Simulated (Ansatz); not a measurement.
## Phonons of PIr2 (Fm-3m) against volume

Wanted: mode Grüneisen parameters of PIr2 (Fm-3m).

Main program and level: Ansatz 0.2.0; DFT PBEsol, scalar-relativistic, plane waves, PAW; PAW set soft_1.

The database entry behind the starting cell differs from later determinations by our own check (0.1 to 0.3 % short, probably kX units), so it need not match the best structure at ambient conditions.

## Step 1: The structure

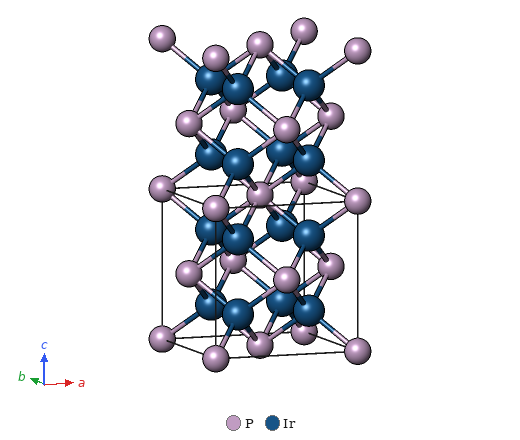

Start, viewed slightly off an axis; phosphorus pink, iridium blue. 1×1×2 cells are drawn. This picture shows the conventional cell, with its axes. Some periodic images of atoms are drawn too.

## Step 2: Response at finite wavevector

The cell comes from relaxations at this level that are not shown. Stability and thermal properties need the whole zone. Linear response on a 4×4×4 q mesh gives force constants as far as a supercell of that size would.

Contents of input.yaml:

```yaml
crystal:
  lattice:
    - [0.0, 2.7662066791, 2.7662066791]
    - [2.7662066791, 0.0, 2.7662066791]
    - [2.7662066791, 2.7662066791, 0.0]
  atoms:
    - { symbol: P, position: [0.0, 0.0, 0.0] }
    - { symbol: Ir, position: [0.25, 0.25, 0.25] }
    - { symbol: Ir, position: [0.75, 0.75, 0.75] }
kpoints:
  mp_grid: { grid: [16, 16, 16] }
hamiltonian:
  xc: pbesol
  pseudopotentials: { kind: paw, azcp: { folder: soft_1 }, xc_functional: pbe }
scf:
  occupations: { method: methfessel_paxton, width: 0.2 }
output:
  eigenvalues: true
phonons:
  method: dfpt
  qmesh: [4, 4, 4]
  temperatures: { t_max: 1000, t_step: 50 }
  qpath:
    path:
      - [[0.0, 0.0, 0.0], [0.5, 0.0, 0.5], [0.625, 0.25, 0.625]]
      - [[0.375, 0.375, 0.75], [0.0, 0.0, 0.0], [0.5, 0.5, 0.5], [0.5, 0.25, 0.75], [0.5, 0.0, 0.5]]
    npoints: 10
```

On the command line:

```
$ ansatz run input.yaml --threads 4 --pin off --max-ram 10240MiB --backend cpu --events-out ev --progress --plain --runs-dir out
```

Numbers of over 12 decimals in the logs are rounded to 6 here.

What it wrote:

```text
Engine: ansatz 0.2.0, aarch64-unknown-linux-gnu
Pseudopotentials: kind: paw
Pseudopotential: P, paw, valence charge 5, recommended cutoff 420 eV (normal), soft_1/P.paw.azcp
Pseudopotential: Ir, paw, valence charge 17, recommended cutoff 420 eV (normal), soft_1/Ir.paw.azcp
Functional definition: PBEsol
  exchange = pbesol_x
  correlation = pbesol_c
Crystal: 3 atoms, lattice volume = 42.333 Å³
Basis set: ecut = 420 eV, 869 PW (Γ), exchange–correlation on 54×54×54 points (8 copies of the dense FFT grid, shifted against one another)
Bands: 24, of which v1, the nominal top of the filled ones, is band 20 counted from 1 (19 counted from 0)
Symmetry: 48 space group operations
k-points: 145 of 4096
Non-local potential: P, projectors of the file, l = 0: 2, l = 1: 2, l = 2: 1
Non-local potential: Ir, projectors of the file, l = 0: 3, l = 1: 2, l = 2: 2, l = 3: 1
PAW form: soft (Blöchl's): semilocal exchange-correlation on the pseudo side does not see the compensation charge
PAW frozen core: P, regenerated for the run's functional, and the local potential with it (the file was generated under x = pbe(κ = 0.804, μ = 0.219515), c = pbe(β = 0.066725))
PAW frozen core: Ir, regenerated for the run's functional, and the local potential with it (the file was generated under x = pbe(κ = 0.804, μ = 0.219515), c = pbe(β = 0.066725))
PAW one-centre angular grid: P, 110 points (default); XC on 64 Gauss nodes
PAW one-centre angular grid: Ir, 590 points (default); XC on 64 Gauss nodes
Initial density: superposition of atomic densities (chi_scale 0.1, normalization cell, long waves kept (reshape's long-wave potential 0.00 eV rms))
Initial wavefunctions: pseudopotential atomic-orbital guess
Functional: x = pbesol(κ = 0.804, μ = 0.123457), c = pbesol(β = 0.046)
SCF iter   1: F=—  HF=-24342.436618 eV  |F-HF|=—  |Δ(HF+E_count)|=         —  Δρ=4.67e-2  dr2=4.37e-1  ethr=3.10e-3  ⟨swp⟩=5.1  Hψ=14840  notcnv=0
preconditioner: auto → Kerker (q_TF=auto, 2.691 Å⁻¹)  [metal: Δε(μ)=0.023 eV  Ē_g=8.676 eV  σ=0.200 eV  W_gap=0.10  n_scr=14 (ndim 8)  ℏωp=27.4 eV  f_vac=0.000  D(μ)=0.72/eV (n_scr^D=0)]
SCF iter   2: F=—  HF=-24342.321752 eV  |F-HF|=—  |Δ(HF+E_count)|=   1.15e-1  S|Δr|=    0.00e0  Δρ=2.77e-2  dr2=1.79e-1  ethr=1.12e-3  ⟨swp⟩=1.0  Hψ=4640  notcnv=0
SCF iter   3: F=—  HF=-24342.247604 eV  |F-HF|=—  |Δ(HF+E_count)|=   7.41e-2  S|Δr|=    0.00e0  Δρ=3.52e-3  dr2=7.39e-3  ethr=4.59e-4  ⟨swp⟩=2.0  Hψ=5357  notcnv=0
SCF iter   4: F=—  HF=-24342.245851 eV  |F-HF|=—  |Δ(HF+E_count)|=   1.75e-3  S|Δr|=    0.00e0  Δρ=1.24e-3  dr2=8.19e-4  ethr=1.89e-5  ⟨swp⟩=2.1  Hψ=4845  notcnv=0
SCF iter   5: F=—  HF=-24342.245793 eV  |F-HF|=—  |Δ(HF+E_count)|=   5.78e-5  S|Δr|=    0.00e0  Δρ=3.83e-4  dr2=8.82e-5  ethr=2.10e-6  ⟨swp⟩=2.3  Hψ=5480  notcnv=0
SCF iter   6: F=—  HF=-24342.245803 eV  |F-HF|=—  |Δ(HF+E_count)|=   9.49e-6  S|Δr|=    0.00e0  Δρ=7.71e-5  dr2=2.04e-6  ethr=2.26e-7  ⟨swp⟩=2.1  Hψ=4883  notcnv=0
SCF iter   7: F=—  HF=-24342.245802 eV  |F-HF|=—  |Δ(HF+E_count)|=   3.49e-7  S|Δr|=    0.00e0  Δρ=1.46e-5  dr2=9.32e-8  ethr=5.22e-9  ⟨swp⟩=2.0  Hψ=4913  notcnv=0  defer=2
SCF iter   8: F=—  HF=-24342.245802 eV  |F-HF|=—  |Δ(HF+E_count)|=   2.87e-8  S|Δr|=    0.00e0  Δρ=1.90e-6  dr2=1.16e-9  ethr=2.39e-10  ⟨swp⟩=2.0  Hψ=4982  notcnv=0  defer=2
SCF iter   9: F=—  HF=-24342.245802 eV  |F-HF|=—  |Δ(HF+E_count)|=  4.55e-10  S|Δr|=    0.00e0  Δρ=4.75e-7  dr2=8.84e-11  ethr=2.97e-12  ⟨swp⟩=2.6  Hψ=6251  notcnv=0  defer=2
SCF iter  10: F=-24342.245802 eV  HF=-24342.245802 eV  |F-HF|=1.46e-11  |Δ(HF+E_count)|=  1.82e-11  S|Δr|=    0.00e0  Δρ=3.50e-8  dr2=3.33e-13  ethr=1.00e-12  ⟨swp⟩=7.2  Hψ=16628  notcnv=0
SCF 1 converged in 10 iterations: F = -24342.245802 eV  dr2 = 3.33e-13
  greatest PAW one-centre occupation: 1.000 electrons in one spin orbital (limit 2), on the Ir atom at site 2 (counted from 0), in its partial waves of l = 0
phonons: the bands overlap, so this run is a metal and interpolates without the dipole-dipole term. If the crystal is really an insulator or semiconductor, its LO-TO splitting is missing
NSCF: frozen V_eff on 145 k-points
NSCF: frozen V_eff on 349 k-points
DFPT response loops at q = (0, 0, 0) (fractional): preconditioner auto → Kerker (q_TF=auto, 2.691 Å⁻¹) (partly filled bands, converged f_vac=0.001); β = 1.00, the filter's whole step (`scf.mixing.beta` (0.50) is not read by the response loops under this deck's `scf.mixing.preconditioner`; to damp them name `kerker` or `kerker_dos`, under which they read `scf.mixing.beta`, and type it under 1.00, their step now; both keys bind the ground state too); Broyden in place of MSR1
NSCF: frozen V_eff on 4352 k-points
DFPT response loops at q = (0, 0, 0.25) (fractional): mixed as the last ones told, above
NSCF: frozen V_eff on 2196 k-points
DFPT response loops at q = (0, 0, -0.5) (fractional): mixed as the last ones told, above
NSCF: frozen V_eff on 2320 k-points
DFPT response loops at q = (0, 0.25, 0.25) (fractional): mixed as the last ones told, above
NSCF: frozen V_eff on 8192 k-points
DFPT response loops at q = (0, 0.25, -0.5) (fractional): mixed as the last ones told, above
phonons.qmesh, q = [0.0000, 0.2500, -0.5000]: its response loops start from zero, take more passes and end by a threshold: the memory limit or budget leaves too little room for the subspace of the ground state's own states beside the solves, or none could be made (phonons.method)
NSCF: frozen V_eff on 4352 k-points
DFPT response loops at q = (0, 0.25, -0.25) (fractional): mixed as the last ones told, above
NSCF: frozen V_eff on 1242 k-points
DFPT response loops at q = (0, -0.5, -0.5) (fractional): mixed as the last ones told, above
NSCF: frozen V_eff on 2320 k-points
DFPT response loops at q = (0.25, -0.5, -0.25) (fractional): mixed as the last ones told, above
SCF converged after 10 iterations
Stability not checked: this state was not tested for a lower state beside it, because cold or Methfessel-Paxton smearing, or corrected tetrahedra, fill the levels in a way that the test cannot read (fill_not_monotonic; see scf.lower_state_search)
Free energy (F): -24342.245802 eV
Harris-Foulkes:  -24342.245802 eV  (|F-HF|=1.46e-11)
Internal energy: -24342.248067 eV  (E = F + TS)
E sigma→0 (E₀):  -24342.246368 eV
Entropy (-TS):   0.002265 eV (0.755 meV/atom)
Fermi energy:    20.596415 eV
--- Per-component energies (eV) ---
  E_band       = -264.206737
  E_kinetic    = 1163.863449
  E_local      = -2934.286921  (includes V_loc(G=0)·N_el)
  E_nonlocal   = 416.781998
  E_hartree    = 1122.283259
  E_xc         = -534.732754
  E_vxc        = -579.772079  (∫ρ·V_xc dr)
  E_paw        = -18804.285965  (= ΣΔE_a)
  E_vpaw       = -575.360459  (= ΣTr[D̂ρ^β])
  E_aug_tail   = 0.000742  (compensation charges beyond the density's cutoff)
  E_ewald      = -4772.448667
  E_core_change = 0.576792  (= ΣΔE_core)
  E_smearing   = 0.002265  (= −TS)
  E_closure    = -0.000000  (closes the sum)
  Σ components = -24342.245802   (vs F -24342.245802, Δ=0.00e0)
--- Band table (eV; the first three rows and the last of 145) ---
  k-point 0: bands = [... 16 lower, 20.0525, 20.9796, 22.2307, 22.2307, 25.0366, 25.0366, 25.0366, 25.5503]
  k-point 1: bands = [... 16 lower, 19.9840, 21.1101, 22.0060, 22.0060, 24.5885, 24.9643, 24.9643, 25.6394]
  k-point 2: bands = [... 16 lower, 19.7812, 21.4686, 21.4686, 21.4803, 23.5675, 24.9156, 24.9156, 25.8201]
  k-point 144: bands = [... 16 lower, 18.0342, 18.8136, 19.1965, 19.5843, 22.4323, 22.4323, 27.9468, 27.9468]
--- Phonons (Γ-DFPT): 2 representative perturbations + reference (Σ response iterations 7) ---
  ASR residual: 8.451e-6 → 0.000e0 eV/Å²; symmetrization residual: 1.475e-7 eV/Å²
  ASR residual per site (eV/Å²): 7.88e-8 8.45e-6 8.45e-6
  Γ frequencies (cm⁻¹): 0.00 0.00 0.00 183.68 183.68 183.68 330.50 330.50 330.50
--- Phonons (arbitrary-q DFPT): 8 irreducible q on the 4×4×4 mesh ---
  q = [0.0000, 0.0000, 0.0000] (star 1, of the zone-centre solve; hermiticity 1.99e-8, symmetrization 1.36e-13): -0.00 0.00 0.00 183.68 183.68 183.68 330.50 330.50 330.50
  q = [0.0000, 0.0000, 0.2500] (star 8, 2 solved perturbations on 2176 of 4096 k-point pairs; hermiticity 2.59e-7, symmetrization 1.99e-13): 81.56 81.56 108.01 172.36 173.20 173.20 329.22 329.22 385.92
  q = [0.0000, 0.0000, -0.5000] (star 4, 2 solved perturbations on 1098 of 4096 k-point pairs; hermiticity 5.32e-8, symmetrization 1.86e-13): 132.25 132.25 138.75 141.89 141.89 172.38 327.29 327.29 396.24
  q = [0.0000, 0.2500, 0.2500] (star 6, 4 solved perturbations in 3616 linear systems a pass and spin channel, the states on 1160 of 4096 k-point pairs; hermiticity 1.58e-7, symmetrization 1.51e-13): 53.03 53.03 140.61 152.61 173.59 173.59 332.52 332.52 399.11
  q = [0.0000, 0.2500, -0.5000] (star 24, 4 solved perturbations in 12544 linear systems a pass and spin channel, the states on 4096 of 4096 k-point pairs; hermiticity 1.63e-6, symmetrization 6.29e-14): 86.80 102.21 113.24 156.37 163.63 192.50 333.19 345.73 402.56
  q = [0.0000, 0.2500, -0.2500] (star 12, 4 solved perturbations in 6672 linear systems a pass and spin channel, the states on 2176 of 4096 k-point pairs; hermiticity 2.40e-7, symmetrization 1.65e-13): 57.34 128.22 138.43 147.63 157.46 189.12 330.10 345.85 387.90
  q = [0.0000, -0.5000, -0.5000] (star 3, 4 solved perturbations in 1940 linear systems a pass and spin channel, the states on 621 of 4096 k-point pairs; hermiticity 1.49e-7, symmetrization 9.21e-14): 22.28 78.23 78.23 154.85 154.85 207.17 336.63 336.63 442.46
  q = [0.2500, -0.5000, -0.2500] (star 6, 4 solved perturbations in 3498 linear systems a pass and spin channel, the states on 1160 of 4096 k-point pairs; hermiticity 1.00e-7, symmetrization 9.04e-14): 22.86 80.60 144.15 144.15 163.40 205.05 336.63 375.96 375.96
  sum rule: each row above includes the acoustic sum rule's correction from the zone centre's row sums; it moved no ω² by more than (0.11 cm⁻¹)²
  mesh force constants: q→R imaginary residual 6.15e-18; ASR residual 8.451e-6 → 0.000e0 eV/Å²; symmetrization residual 1.421e-14 eV/Å²
  interpolated dispersion: 62 rows × 9 modes
  density of states and harmonic sums: on the 20×20×20 q-mesh, interpolated from the force constants of a 4×4×4 supercell (no non-analytic term)
  largest difference from the sums on the solved wave vectors: F 8.61e-3 eV, S 1.26e-5 and C_V 4.01e-6 eV/K
  zero-point energy: 0.115726 eV/cell   skipped modes (ω ≤ 0): 3   left out of the sums: 4.17e-5 of the cell's modes: C_V's classical limit lies that fraction below 3 k_B per atom; for a crystal, a wire or a layer, F and S can be off by more, and a phonons.interpolated_qmesh denser along its periods is the remedy for the sampling
```

Run time: 21 min. Hardware: 4 threads of Arm Neoverse V2, shared host; peak memory 6.1 GiB.

In the SCF lines HF is the Harris–Foulkes energy and dr2 the Hartree energy of the density residual, in eV; the loop may stop once dr2 is under the threshold and the program's other checks hold. Hψ counts applications of the Hamiltonian.

Numbers from this step:

- volume per atom: 14.11 Å³
- gap on the k-mesh: 0 eV
- sum-rule residual before enforcement: 8.45e-6 eV/Å²
- lowest frequency on the path: 0 cm⁻¹
- point group: m-3m
- highest frequency on the path or at a solved wavevector: 442.5 cm⁻¹
- mean frequency: 207.4 cm⁻¹
- Debye temperature (second moment): 439 K
- logarithmic mean frequency: 175.6 cm⁻¹
- highest optical mode at the zone centre (no LO-TO term): 330.5 cm⁻¹
- lowest optical zone-centre mode: 183.7 cm⁻¹
- lowest mode on the q mesh (acoustic modes at Γ apart): 22.28 cm⁻¹
- zero-point energy per atom: 38.58 meV
- heat capacity at 300 K: 22.57 J/(mol atoms K)
- vibrational entropy at 300 K: 30.49 J/(mol atoms K)
- edges of the widest gap between branches, on path and mesh: 207.2, 327.3 cm⁻¹

Frequencies (cm⁻¹) solved at each irreducible wavevector; negative means imaginary. Frequencies by wavevector, by row:

| q in reciprocal lattice units | star | mode 1 | mode 2 | mode 3 | mode 4 | mode 5 | mode 6 | mode 7 | mode 8 | mode 9 |
| --- | --- | --- | --- | --- | --- | --- | --- | --- | --- | --- |
| 0 0 0 | 1 | 0 | 0 | 0 | 183.7 | 183.7 | 183.7 | 330.5 | 330.5 | 330.5 |
| 0 0 0.25 | 8 | 81.6 | 81.6 | 108 | 172.4 | 173.2 | 173.2 | 329.2 | 329.2 | 385.9 |
| 0 0 -0.5 | 4 | 132.2 | 132.2 | 138.8 | 141.9 | 141.9 | 172.4 | 327.3 | 327.3 | 396.2 |
| 0 0.25 0.25 | 6 | 53 | 53 | 140.6 | 152.6 | 173.6 | 173.6 | 332.5 | 332.5 | 399.1 |
| 0 0.25 -0.5 | 24 | 86.8 | 102.2 | 113.2 | 156.4 | 163.6 | 192.5 | 333.2 | 345.7 | 402.6 |
| 0 0.25 -0.25 | 12 | 57.3 | 128.2 | 138.4 | 147.6 | 157.5 | 189.1 | 330.1 | 345.9 | 387.9 |
| 0 -0.5 -0.5 | 3 | 22.3 | 78.2 | 78.2 | 154.8 | 154.8 | 207.2 | 336.6 | 336.6 | 442.5 |
| 0.25 -0.5 -0.25 | 6 | 22.9 | 80.6 | 144.2 | 144.2 | 163.4 | 205.1 | 336.6 | 376 | 376 |

Symmetry leaves 8 wavevectors to solve. The lowest mode among them, the acoustic zeros apart, lies at q = (0, -0.5, -0.5) and is real, 22.3 cm⁻¹.

## Step 3: Relaxing at another volume, volume ratio 0.97

The volume is scaled by 0.97 and held; symmetry leaves nothing to relax, so this is a single point. The modes can then be followed against volume.

input.yaml, the sections that differ from step 2:

```yaml
crystal:
  lattice:
    - [0.0, 2.738263287, 2.738263287]
    - [2.738263287, 0.0, 2.738263287]
    - [2.738263287, 2.738263287, 0.0]
  atoms:
    - { symbol: P, position: [0.0, 0.0, 0.0] }
    - { symbol: Ir, position: [0.25, 0.25, 0.25] }
    - { symbol: Ir, position: [0.75, 0.75, 0.75] }
output:
  forces: true
  stress: true
  eigenvalues: true
# kpoints, hamiltonian, scf: as in step 2
# phonons: removed
```

What it wrote:

```text
[...]
Crystal: 3 atoms, lattice volume = 41.063 Å³
Basis set: ecut = 420 eV, 821 PW (Γ), exchange–correlation on 54×54×54 points (8 copies of the dense FFT grid, shifted against one another)
Bands: 24, of which v1, the nominal top of the filled ones, is band 20 counted from 1 (19 counted from 0)
Symmetry: 48 space group operations
[...]
k-points: 145 of 4096
[...]
--- Band table (eV; the first three rows and the last of 145) ---
  k-point 0: bands = [... 16 lower, 20.8429, 21.8562, 23.1391, 23.1391, 25.9971, 25.9971, 25.9971, 26.4392]
  k-point 1: bands = [... 16 lower, 20.7705, 21.9916, 22.8981, 22.8981, 25.5168, 25.9227, 25.9227, 26.5539]
  k-point 2: bands = [... 16 lower, 20.5564, 22.3275, 22.3275, 22.3766, 24.4611, 25.8818, 25.8818, 26.7474]
  k-point 144: bands = [... 16 lower, 18.7212, 19.5336, 19.9403, 20.3503, 23.3418, 23.3418, 28.9596, 28.9596]
[key lines of the parts left out:]
SCF converged after 7 iterations
Free energy (F): -24342.207303 eV
Fermi energy:    21.406191 eV
P = ⅓ Tr σ = 10.0151 GPa (100.151 kbar)
```

The job ended after 1.9 s (4 threads; peak memory 0.41 GiB).

This step gave:

```
pressure        : 10.02 GPa
volume per atom : 13.69 Å³
```

The run ends at a pressure of 10.02 GPa.

## Step 4: Phonons at the other volume, volume ratio 0.97

The phonons are repeated at this volume on the same k and q meshes.

Edit input.yaml of step 3 so:

```diff
@@ -17,4 +17,11 @@
 output:
-  forces: true
-  stress: true
   eigenvalues: true
+phonons:
+  method: dfpt
+  qmesh: [4, 4, 4]
+  temperatures: { t_max: 1000, t_step: 50 }
+  qpath:
+    path:
+      - [[0.0, 0.0, 0.0], [0.5, 0.0, 0.5], [0.625, 0.25, 0.625]]
+      - [[0.375, 0.375, 0.75], [0.0, 0.0, 0.0], [0.5, 0.5, 0.5], [0.5, 0.25, 0.75], [0.5, 0.0, 0.5]]
+    npoints: 10
```

What it wrote:

```text
[...]
Crystal: 3 atoms, lattice volume = 41.063 Å³
Basis set: ecut = 420 eV, 821 PW (Γ), exchange–correlation on 54×54×54 points (8 copies of the dense FFT grid, shifted against one another)
Bands: 24, of which v1, the nominal top of the filled ones, is band 20 counted from 1 (19 counted from 0)
Symmetry: 48 space group operations
k-points: 145 of 4096
[...]
SCF iter   1: F=—  HF=-24342.406444 eV  |F-HF|=—  |Δ(HF+E_count)|=         —  Δρ=4.79e-2  dr2=4.51e-1  ethr=3.10e-3  ⟨swp⟩=5.1  Hψ=14792  notcnv=0
[...]
SCF iter  10: F=-24342.207303 eV  HF=-24342.207303 eV  |F-HF|=0.00e0  |Δ(HF+E_count)|=  2.18e-11  S|Δr|=    0.00e0  Δρ=5.36e-8  dr2=1.06e-12  ethr=1.00e-12  ⟨swp⟩=7.3  Hψ=16809  notcnv=0
[...]
SCF 1 converged in 10 iterations: F = -24342.207303 eV  dr2 = 1.06e-12
[...]
NSCF: frozen V_eff on 145 k-points
WARN: eigensolver did not converge (k=63): 1 band(s) unlocked after 20 sweeps at ethr=1.24e-12 eV (storage-precision floor; scheduled 1.00e-12 eV) (lowest unlocked band 23, counted from 0; max residual 3.48e-6 eV among the unlocked bands, 3.48e-6 eV over every band; other slots of this pass that fall short are told together in one closing line; warning suppressed until the next SCF loop or pass starts)
[...]
SCF converged after 10 iterations
[...]
Free energy (F): -24342.207303 eV
[...]
Internal energy: -24342.209197 eV  (E = F + TS)
E sigma→0 (E₀):  -24342.207777 eV
Entropy (-TS):   0.001894 eV (0.631 meV/atom)
Fermi energy:    21.406256 eV
[...]
--- Band table (eV; the first three rows and the last of 145) ---
  k-point 0: bands = [... 16 lower, 20.8430, 21.8562, 23.1392, 23.1392, 25.9971, 25.9971, 25.9971, 26.4392]
  k-point 1: bands = [... 16 lower, 20.7706, 21.9916, 22.8982, 22.8982, 25.5168, 25.9227, 25.9227, 26.5539]
  k-point 2: bands = [... 16 lower, 20.5565, 22.3276, 22.3276, 22.3766, 24.4611, 25.8818, 25.8818, 26.7474]
  k-point 144: bands = [... 16 lower, 18.7212, 19.5336, 19.9404, 20.3504, 23.3418, 23.3418, 28.9596, 28.9596]
[...]
ASR residual: 5.212e-5 → 0.000e0 eV/Å²; symmetrization residual: 4.865e-7 eV/Å²
  ASR residual per site (eV/Å²): 1.50e-6 5.21e-5 5.21e-5
  Γ frequencies (cm⁻¹): 0.00 0.00 0.00 196.66 196.66 196.66 356.76 356.76 356.76
--- Phonons (arbitrary-q DFPT): 8 irreducible q on the 4×4×4 mesh ---
[...]
interpolated dispersion: 62 rows × 9 modes
[...]
```

Wall time 18 min (4 threads); peak memory 6.7 GiB; 70 min of CPU time.

This step gave:

| Property | Result |
| --- | --- |
| sum-rule residual before enforcement | 5.21e-5 eV/Å² |
| highest frequency on the path or at a solved wavevector | 466.3 cm⁻¹ |
| mean frequency | 222.3 cm⁻¹ |
| Debye temperature (second moment) | 470 K |
| logarithmic mean frequency | 188.8 cm⁻¹ |
| highest optical mode at the zone centre (no LO-TO term) | 356.8 cm⁻¹ |
| lowest optical zone-centre mode | 196.7 cm⁻¹ |
| lowest mode on the q mesh (acoustic modes at Γ apart) | 38.09 cm⁻¹ |
| zero-point energy per atom | 41.34 meV |
| heat capacity at 300 K | 22.26 J/(mol atoms K) |
| vibrational entropy at 300 K | 28.86 J/(mol atoms K) |
| edges of the widest gap between branches, on path and mesh | 221.6, 354.3 cm⁻¹ |

Frequencies (cm⁻¹) solved at each irreducible wavevector; negative means imaginary. Frequencies by wavevector, by row:

```
q in reciprocal lattice units  star  mode 1  mode 2  mode 3  mode 4  mode 5  mode 6  mode 7  mode 8  mode 9
                        0 0 0     1       0       0       0   196.7   196.7   196.7   356.8   356.8   356.8
                     0 0 0.25     8    85.8    85.8   116.4   183.4   185.3   185.3   355.9   355.9   411.4
                     0 0 -0.5     4   138.3   138.3   149.5   153.3   153.3   183.4   354.3   354.3   420.9
                  0 0.25 0.25     6    57.1    57.1   151.8   162.9   184.7   184.7   359.6   359.6   423.7
                  0 0.25 -0.5    24    96.5   109.7   119.4   165.5   173.8   205.5   360.6   372.3   427.1
                 0 0.25 -0.25    12    64.6     135   146.3   158.5     169   200.9   357.1     372   413.4
                  0 -0.5 -0.5     3    38.1    85.5    85.5   163.3   163.3   221.6   364.3   364.3   466.3
              0.25 -0.5 -0.25     6    38.5    87.1   152.9   152.9   172.6   219.3   364.3   401.2   401.2
```

The highest optical mode at the zone centre (no LO-TO term) is 356.8 cm⁻¹, +26.3 cm⁻¹ against the base run.

(Continued in part 2 of 2.)

[Logs are printed without paths, hosts, clocks, repeated set-up lines and the standing remarks that a program may print on its own settings, such as how far it seeks lower states.]

[Hosts, paths, dates, database ids (printed as entryN), source tags and the programs' standing remarks are cut or masked in the printed files.]
